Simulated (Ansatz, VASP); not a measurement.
# Cross-check of KScSe2 between VASP and Ansatz

One calculation is typed for both programs; each brings its own data sets and cutoff. How far apart do they land? The cell is invented: As first built, before any earlier steps moved the atoms: it takes the ScAgSe2 structure with some of its atoms replaced by other elements, volume scaled by an estimate. It may not be a known or stable phase. The cell comes out of the VASP series on this material, whose earlier steps may have relaxed, scaled or displaced it; both programs get it as it stands.

Calculated with Ansatz 0.2.0; plane waves, with VASP 6.6.1 beside it; single point at PBE and band structure at PBE.

**1. The structure**

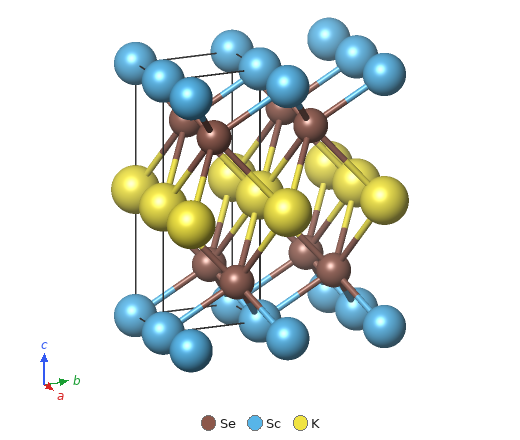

The cell as given, slightly off an axis (selenium brown, scandium blue, potassium yellow). 2×2×1 cells are drawn. Bonds to atoms that aren't drawn are left out. Some periodic images of atoms are drawn too.

**2. VASP: single point, PBE**

With cell and atoms fixed, the geometry can't cause a difference; cores, projectors, grids and the points listed under the comparison can.

Lines of VASP's logs that name or quote its potential files are left out, and so is its time.

INCAR

```
SYSTEM = KScSe2
PREC = Accurate
ENCUT = 400
EDIFF = 1E-06
NELM = 100
ISMEAR = -1
SIGMA = 0.05
LREAL = .FALSE.
ALGO = Normal
GGA = PE
NBANDS = 22
LORBIT = 11
LWAVE = .FALSE.
LCHARG = .TRUE.
ISIF = 2
LELF = .TRUE.
LVHAR = .TRUE.
```

POSCAR

```
KScSe2
1.0
    3.9936107685      0.0000000000      0.0000000000
   -1.9968053843      3.4585680172      0.0000000000
    0.0000000000      0.0000000000      7.7827775027
Se Sc K
2 1 1
Direct
    0.3333333300      0.6666666700      0.1935507779
    0.6666666700      0.3333333300      0.8064492221
    0.0000000000      0.0000000000      0.0000000000
    0.0000000000      0.0000000000      0.5000000000
```

KPOINTS

```
Automatic mesh
0
Gamma
8 8 4
0 0 0
```

Potentials, in the order of the species: Se, Sc_sv and K_sv (PBE family, release 64).

Command:

```bash
> mpirun -np 2 vasp_std
```

Numbers of over 12 decimals in the logs are rounded to 6 here.

The program printed:

```text
[banner, memory and clock lines left out]
running    2 mpi-ranks, on    1 nodes
 distrk:  each k-point on    2 cores,    1 groups
 distr:  one band on    1 cores,    2 groups

 POSCAR found type information on POSCAR SeScK
 POSCAR found :  3 types and       4 ions
 LDA part: xc-table for (Slater+PW92), standard interpolation
 POSCAR, INCAR and KPOINTS ok, starting setup
 FFT: planning ... GRIDC
 FFT: planning ... GRID_SOFT
 FFT: planning ... GRID
 WAVECAR not read
 entering main loop
       N       E                     dE             d eps       ncg     rms          rms(c)
DAV:   1     0.267411993142E+03    0.26741E+03   -0.11833E+04  1540   0.110E+03
DAV:   2     0.580483247354E+01   -0.26161E+03   -0.25163E+03  1660   0.376E+02
DAV:   3    -0.223418979122E+02   -0.28147E+02   -0.27195E+02  2850   0.103E+02
DAV:   4    -0.232459788534E+02   -0.90408E+00   -0.90112E+00  2096   0.153E+01
DAV:   5    -0.233051926606E+02   -0.59214E-01   -0.59191E-01  2582   0.350E+00    0.874E+00
DAV:   6    -0.207323944845E+02    0.25728E+01   -0.65465E+00  2234   0.229E+01    0.388E+00
DAV:   7    -0.207003798625E+02    0.32015E-01   -0.64605E-01  1866   0.438E+00    0.254E+00
DAV:   8    -0.206858373972E+02    0.14542E-01   -0.16504E-01  2000   0.227E+00    0.456E-01
DAV:   9    -0.206875481661E+02   -0.17108E-02   -0.41171E-02  2544   0.157E+00    0.267E-01
DAV:  10    -0.206877189675E+02   -0.17080E-03   -0.44202E-03  2176   0.767E-01    0.116E-01
DAV:  11    -0.206880067392E+02   -0.28777E-03   -0.11329E-03  2194   0.402E-01    0.649E-02
DAV:  12    -0.206880318134E+02   -0.25074E-04   -0.18884E-04  2460   0.161E-01    0.269E-02
DAV:  13    -0.206880945726E+02   -0.62759E-04   -0.97476E-05  1612   0.535E-02    0.976E-03
DAV:  14    -0.206880959961E+02   -0.14235E-05   -0.97645E-06  2262   0.305E-02    0.404E-03
DAV:  15    -0.206880966493E+02   -0.65319E-06   -0.17945E-06  1408   0.109E-02
   1 F= -.20688097E+02 E0= -.20688097E+02  d E =-.577229E-07
```

From OUTCAR (step 2):

```text
ion  position               nearest neighbor table
   1  0.333  0.667  0.194-   3 2.75   3 2.75   3 2.75
   2  0.667  0.333  0.806-   3 2.75   3 2.75   3 2.75
   3  0.000  0.000  0.000-   1 2.75   2 2.75   2 2.75   1 2.75   2 2.75   1 2.75
   4  0.000  0.000  0.500-

  LATTYP: Found a hexagonal cell.
 ALAT       =     3.9936107685
 C/A-ratio  =     1.9488072208

 Subroutine GETGRP returns: Found 12 space group operations
 (whereof 12 operations were pure point group operations)

The static configuration has the point symmetry D_3d.

 Found     35 irreducible k-points:

   k-points           NKPTS =     35   k-points in BZ     NKDIM =     35   number of bands    NBANDS=     22

   dimension x,y,z NGX =    28 NGY =   28 NGZ =   54
   dimension x,y,z NGXF=    56 NGYF=   56 NGZF=  108

   ENCUT  =  400.0 eV  29.40 Ry    5.42 a.u.   6.51  6.51 12.69*2*pi/ulx,y,z

   NELECT =      32.0000    total number of electrons

 k-points in reciprocal lattice and weights: Automatic mesh
   0.00000000  0.00000000  0.00000000       0.004
   0.12500000  0.00000000  0.00000000       0.023
   0.25000000  0.00000000  0.00000000       0.023
   0.37500000 -0.00000000  0.00000000       0.023
   0.50000000  0.00000000  0.00000000       0.012
   0.12500000  0.12500000  0.00000000       0.023
   0.25000000  0.12500000  0.00000000       0.047
   0.37500000  0.12500000  0.00000000       0.047
   0.25000000  0.25000000  0.00000000       0.023
[...]
0.25000000  0.25000000  0.50000000       0.023
   0.37500000  0.25000000  0.50000000       0.023

 average (electrostatic) potential at core
       1 -54.9193       2 -54.9193       3 -49.1303       4 -35.1460

 E-fermi :   2.8035

 k-point     1 :       0.0000    0.0000    0.0000
  band No.  band energies     occupation
    ...
     12       0.4543      2.00000
     13       0.4543      2.00000
     14       1.4869      2.00000
     15       2.1203      2.00000
     16       2.1203      2.00000
     17       3.9093      0.00000
     18       4.0476      0.00000
     19       4.0476      0.00000
     20       5.1259      0.00000
     21       5.9079      0.00000
    ...

 k-point     2 :       0.1250    0.0000    0.0000
  band No.  band energies     occupation
    ...
     12       0.1180      2.00000
     13       0.4763      2.00000
     14       1.2824      2.00000
     15       1.5886      2.00000
     16       1.8539      2.00000
     17       3.9421      0.00000
     18       4.1793      0.00000
     19       4.2980      0.00000
     20       5.4663      0.00000
     21       5.7837      0.00000
    ...

 k-point     3 :       0.2500    0.0000    0.0000
  band No.  band energies     occupation
    ...
     12      -0.4321      2.00000
     13       0.1085      2.00000
     14       0.5190      2.00000
     15       1.3845      2.00000
     16       1.4030      2.00000
     17       3.8054      0.00000
     18       4.5426      0.00000
     19       4.6421      0.00000
     20       5.4405      0.00000
     21       5.8624      0.00000
    ...

  Total        0.0107779      0.0107779      0.0284134     -0.0000000     -0.0000000     -0.0000000
  in kB        0.1606376      0.1606376      0.4234835     -0.0000000     -0.0000000     -0.0000000
  external PRESSURE =       0.2482529 kB  Pullay stress =       0.0000000 kB

  energy-cutoff  :      400.00
  volume of cell :      107.50
      direct lattice vectors                 reciprocal lattice vectors
     3.993610768  0.000000000  0.000000000     0.250399966  0.144568503  0.000000000
    -1.996805384  3.458568017  0.000000000     0.000000000  0.289137006  0.000000000
     0.000000000  0.000000000  7.782777503     0.000000000  0.000000000  0.128488833

 POSITION                                       TOTAL-FORCE (eV/Angst)
 -----------------------------------------------------------------------------------
     -0.00000      2.30571      1.50636         0.000000      0.000000      0.003017
      1.99681      1.15286      6.27641        -0.000000      0.000000     -0.003017
      0.00000      0.00000      0.00000         0.000000      0.000000      0.000000
      0.00000      0.00000      3.89139         0.000000      0.000000      0.000000
 -----------------------------------------------------------------------------------
    total drift:                                0.000000      0.000000      0.000000

  FREE ENERGIE OF THE ION-ELECTRON SYSTEM (eV)
  ---------------------------------------------------
  free  energy   TOTEN  =       -20.6880966493 eV

  energy  without entropy=      -20.6880965916  energy(sigma->0) =      -20.68809662

 total charge
# of ion       s       p       d       tot
------------------------------------------
    1        1.438   2.456   0.011   3.905
    2        1.438   2.456   0.011   3.905
    3        2.182   6.141   0.928   9.251
    4        1.962   5.579   0.035   7.576
--------------------------------------------------
tot          7.021  16.631   0.984  24.636

[... 3 further parts left out ...]
```

The run ends at a pressure of 0.02 GPa, with forces up to 0.0030 eV/Å.

**3. Ansatz: single point, PBE**

Ansatz runs on its default PAW (the set named soft_2) files.

The same cell, functional, mesh and smearing now go to Ansatz, which takes its cutoff from its data sets.

input.yaml

```yaml
crystal:
  lattice:
    - [3.9936107685, 0.0, 0.0]
    - [-1.9968053843, 3.4585680172, 0.0]
    - [0.0, 0.0, 7.7827775027]
  atoms:
    - { symbol: Se, position: [0.33333333, 0.66666667, 0.1935507779] }
    - { symbol: Se, position: [0.66666667, 0.33333333, 0.8064492221] }
    - { symbol: Sc, position: [0.0, 0.0, 0.0] }
    - { symbol: K, position: [0.0, 0.0, 0.5] }
hamiltonian:
  xc: pbe
  pseudopotentials: { kind: paw }
kpoints:
  mp_grid: { grid: [8, 8, 4] }
scf:
  occupations: { method: fermi_dirac, width: 0.05 }
  n_extra_bands: 5
output:
  forces: true
  stress: true
  eigenvalues: true
  write_density: true
  write_potential: true
  elf: true
  volumetric_format: npy
```

Command:

```bash
> ansatz run input.yaml --threads 2 --pin off --max-ram 4608MiB --backend cpu --events-out ev --progress --plain --runs-dir out
```

The program printed:

```text
scf.n_extra_bands = 5 over 26 filled bands (N_el = 52.0): the run solves 31 bands
Engine: ansatz 0.2.0, aarch64-unknown-linux-gnu
Pseudopotentials: kind: paw
Pseudopotential: Se, paw, valence charge 16, recommended cutoff 420 eV (normal), Se.paw.azcp
Pseudopotential: Sc, paw, valence charge 11, recommended cutoff 420 eV (normal), Sc.paw.azcp
Pseudopotential: K, paw, valence charge 9, recommended cutoff 420 eV (normal), K.paw.azcp
Functional definition: PBE
  parameter kappa = 0.804
  parameter beta = 0.066725
  exchange = pbe_x(kappa = kappa, mu = beta*pi^2/3)
  correlation = pbe_c(beta = beta)
Crystal: 4 atoms, lattice volume = 107.497 Å³
Basis set: ecut = 420 eV, 2127 PW (Γ), exchange–correlation on 54×54×108 points (8 copies of the dense FFT grid, shifted against one another)
Bands: 31, of which v1, the nominal top of the filled ones, is band 26 counted from 1 (25 counted from 0)
Symmetry: 12 space group operations
Space group: P-3m1 (ITA 164), of the structure as read, at distance tolerance 4.8e-5 Å
k-points: 35 of 256
Non-local potential: Se, projectors of the file, l = 0: 2, l = 1: 2, l = 2: 3, l = 3: 1
Non-local potential: Sc, projectors of the file, l = 0: 3, l = 1: 2, l = 2: 3, l = 3: 1
Non-local potential: K, projectors of the file, l = 0: 3, l = 1: 2, l = 2: 2
PAW form: soft (Blöchl's): semilocal exchange-correlation on the pseudo side does not see the compensation charge
PAW one-centre angular grid: Se, 590 points (default); XC on 64 Gauss nodes
PAW one-centre angular grid: Sc, 590 points (default); XC on 64 Gauss nodes
PAW one-centre angular grid: K, 110 points (default); XC on 64 Gauss nodes
Initial density: superposition of atomic densities (neutral atoms: chi_scale 0, normalization atom), corrected by the library's trained network
Initial wavefunctions: pseudopotential atomic-orbital guess
Functional: x = pbe(κ = 0.804, μ = 0.219515), c = pbe(β = 0.066725)
SCF iter   1: F=—  HF=-14618.160719 eV  |F-HF|=—  |Δ(HF+E_count)|=         —  Δρ=8.90e-4  dr2=8.50e-4  ethr=1.77e-3  ⟨swp⟩=6.2  Hψ=4405  notcnv=0
preconditioner: auto → Resta (q_TF=auto, 2.417 Å⁻¹)  ε∞=4.0  [insulator: Δε(μ)=1.403 eV  Ē_g=9.678 eV  σ=0.050 eV  W_gap=1.00  n_scr=22 (ndim 8)  ℏωp=16.8 eV  f_vac=0.087  D(μ)=0.00/eV (n_scr^D=0)  ε∞_Penn≈4.0]
SCF iter   2: F=—  HF=-14618.160515 eV  |F-HF|=—  |Δ(HF+E_count)|=   2.03e-4  Δρ=4.18e-4  dr2=1.45e-4  ethr=1.63e-6  ⟨swp⟩=2.0  Hψ=2197  notcnv=0
SCF iter   3: F=—  HF=-14618.160591 eV  |F-HF|=—  |Δ(HF+E_count)|=   7.60e-5  Δρ=2.14e-4  dr2=3.36e-5  ethr=2.78e-7  ⟨swp⟩=2.0  Hψ=1291  notcnv=0
SCF iter   4: F=—  HF=-14618.160641 eV  |F-HF|=—  |Δ(HF+E_count)|=   4.95e-5  Δρ=4.14e-5  dr2=2.78e-6  ethr=6.47e-8  ⟨swp⟩=2.0  Hψ=1364  notcnv=0
SCF iter   5: F=—  HF=-14618.160642 eV  |F-HF|=—  |Δ(HF+E_count)|=   1.29e-6  Δρ=1.26e-5  dr2=2.99e-7  ethr=5.36e-9  ⟨swp⟩=2.3  Hψ=1903  notcnv=0
SCF iter   6: F=-14618.160642 eV  HF=-14618.160642 eV  |F-HF|=1.58e-8  |Δ(HF+E_count)|=   3.64e-8  Δρ=7.37e-6  dr2=7.68e-8  ethr=1.92e-10  ⟨swp⟩=8.8  Hψ=8843  notcnv=0
SCF 1 converged in 6 iterations: F = -14618.160642 eV  dr2 = 7.68e-8
  greatest PAW one-centre occupation: 1.000 electrons in one spin orbital (limit 2), on the Se atom at site 1 (counted from 0), in its partial waves of l = 2
SCF converged after 6 iterations
Free energy (F): -14618.160642 eV
Harris-Foulkes:  -14618.160642 eV  (|F-HF|=1.58e-8)
Internal energy: -14618.160642 eV  (E = F + TS)
E sigma→0 (E₀):  -14618.160642 eV
Entropy (-TS):   -0.000000 eV (-0.000 meV/atom)
Fermi energy:    7.498356 eV
--- Per-component energies (eV) ---
  E_band       = -1051.671273
  E_kinetic    = 754.289328
  E_local      = -7057.293096  (includes V_loc(G=0)·N_el)
  E_nonlocal   = -1099.985280
  E_hartree    = 3274.528077
  E_xc         = -450.632211
  E_vxc        = -493.988365  (∫ρ·V_xc dr)
  E_paw        = -5558.047379  (= ΣΔE_a)
  E_vpaw       = 296.247048  (= ΣTr[D̂ρ^β])
  E_aug_tail   = -0.001216  (compensation charges beyond the density's cutoff)
  E_ewald      = -4481.018864
  E_smearing   = -0.000000  (= −TS)
  E_closure    = 0.000000  (closes the sum)
  Σ components = -14618.160642   (vs F -14618.160642, Δ=0.00e0)
--- Forces (eV/Å), atoms counted from 1 ---
  atom   1  Se     0.00000000     0.00000000    -0.01107764
  atom   2  Se    -0.00000000    -0.00000000     0.01107764
  atom   3  Sc     0.00000000     0.00000000     0.00000000
  atom   4  K      0.00000000     0.00000000     0.00000000
  max |Σ_I F_I| component: 2.31e-18 eV/Å
--- Stress (GPa, compression-positive) ---
       -0.082760       0.000000      -0.000000
        0.000000      -0.082760      -0.000000
       -0.000000      -0.000000      -0.074896
  P = ⅓ Tr σ = -0.0801 GPa (-0.801 kbar)
--- Band table (eV; the first three rows and the last of 35) ---
  k-point 0: bands = [... 22 lower, 5.1504, 6.1781, 6.8100, 6.8100, 8.6087, 8.7477, 8.7477, 9.8216, ... 1 higher]
  k-point 1: bands = [... 22 lower, 5.1669, 5.7106, 6.7644, 6.7644, 8.7557, 8.7557, 8.8741, 10.2264, ... 1 higher]
  k-point 2: bands = [... 22 lower, 5.1840, 5.2477, 6.7190, 6.7190, 8.7635, 8.7635, 9.0544, 10.7297, ... 1 higher]
  k-point 34: bands = [... 22 lower, 4.3541, 4.9278, 5.1572, 5.2213, 8.9609, 9.4212, 9.4832, 10.1822, ... 1 higher]
```

It took 4.5 s on 2 threads of Arm Neoverse V2, shared host; peak memory 0.42 GiB; 8.2 s of CPU time.

The run ends at a pressure of -0.08 GPa, with forces up to 0.011 eV/Å.

**4. Comparison**

Known differences besides the PAW data sets themselves: the data sets hold 52 valence electrons in Ansatz (default PAW (the set named soft_2) files) and 32 in VASP; the cutoff is 420 eV in Ansatz and 400 eV in VASP; VASP leaves aspherical gradient terms in its spheres out (LASPH is not set), Ansatz keeps them. Total energies have different zeros and are not compared.

The two programs side by side:

```
              quantity  Ansatz   VASP  difference
        pressure (GPa)   -0.08   0.02       -0.10
gap on the k mesh (eV)   1.417  1.407      +0.010
```

At this near-relaxed geometry the largest component of a force difference is 14 meV/Å.

**5. Ansatz: band structure, PBE**

The same path points are solved in both programs, so levels can be compared one by one.

The cell comes out of the VASP series on this material, whose earlier steps may have relaxed, scaled or displaced it; both programs get it as it stands.

input.yaml, the sections that differ from step 3:

```yaml
kpoints:
  mp_grid: { grid: [8, 8, 4] }
  band_path:
    path:
      - [0.0, 0.0, 0.0]
      - [0.13333, 0.0, 0.0]
      - [0.3, 0.0, 0.0]
      - [0.46667, 0.0, 0.0]
      - [0.5, 0.0, 0.0]
      - [0.46667, 0.06667, 0.0]
      - [0.41111, 0.17778, 0.0]
      - [0.35556, 0.28889, 0.0]
      - [0.28889, 0.28889, 0.0]
      - [0.17778, 0.17778, 0.0]
      - [0.06667, 0.06667, 0.0]
      - [0.0, 0.0, 0.03333]
      - [0.0, 0.0, 0.2]
      - [0.0, 0.0, 0.36667]
      - [0.0, 0.0, 0.5]
      - [0.16667, 0.0, 0.5]
      - [0.3, 0.0, 0.5]
      - [0.46667, 0.0, 0.5]
      - [0.46667, 0.06667, 0.5]
      - [0.41111, 0.17778, 0.5]
      - [0.35556, 0.28889, 0.5]
      - [0.28889, 0.28889, 0.5]
      - [0.17778, 0.17778, 0.5]
      - [0.06667, 0.06667, 0.5]
      - [0.5, 0.0, 0.46667]
      - [0.5, 0.0, 0.3]
      - [0.5, 0.0, 0.13333]
      - [0.33333, 0.33333, 0.0]
      - [0.33333, 0.33333, 0.16667]
      - [0.33333, 0.33333, 0.33333]
      - [0.33333, 0.33333, 0.5]
    npoints: 1
scf:
  occupations: { method: fermi_dirac, width: 0.05 }
  n_extra_bands: 8
output:
  forces: true
  stress: true
  eigenvalues: true
# crystal, hamiltonian: as in step 3
```

The program printed:

```text
[...]
Crystal: 4 atoms, lattice volume = 107.497 Å³
Basis set: ecut = 420 eV, 2127 PW (Γ), exchange–correlation on 54×54×108 points (8 copies of the dense FFT grid, shifted against one another)
Bands: 34, of which v1, the nominal top of the filled ones, is band 26 counted from 1 (25 counted from 0)
Symmetry: 12 space group operations
[...]
k-points: 35 of 256
[...]
k-point 0: bands = [... 22 lower, 5.1504, 6.1780, 6.8099, 6.8099, 8.6088, 8.7478, 8.7478, 9.8216, ... 4 higher]
  k-point 1: bands = [... 22 lower, 5.1669, 5.7106, 6.7643, 6.7643, 8.7558, 8.7558, 8.8742, 10.2264, ... 4 higher]
  k-point 2: bands = [... 22 lower, 5.1839, 5.2477, 6.7190, 6.7190, 8.7636, 8.7636, 9.0546, 10.7296, ... 4 higher]
  k-point 34: bands = [... 22 lower, 4.3540, 4.9278, 5.1571, 5.2213, 8.9610, 9.4213, 9.4833, 10.1823, ... 4 higher]
[key lines of the parts left out:]
SCF converged after 6 iterations
Free energy (F): -14618.160642 eV
Fermi energy:    7.498371 eV
P = ⅓ Tr σ = -0.0801 GPa (-0.801 kbar)
```

Wall time 4.1 s (2 threads); peak memory 0.43 GiB.

(Continued in part 2 of 2.)

[Lines on the potential files, build, host, timing and source positions are cut from VASP's logs without a mark.]

[Logs are printed without paths, hosts, clocks, repeated set-up lines and the standing remarks that a program may print on its own settings, such as how far it seeks lower states.]

[Hosts, paths, dates, database ids (printed as entryN), source tags and the programs' standing remarks are cut or masked in the printed files.]
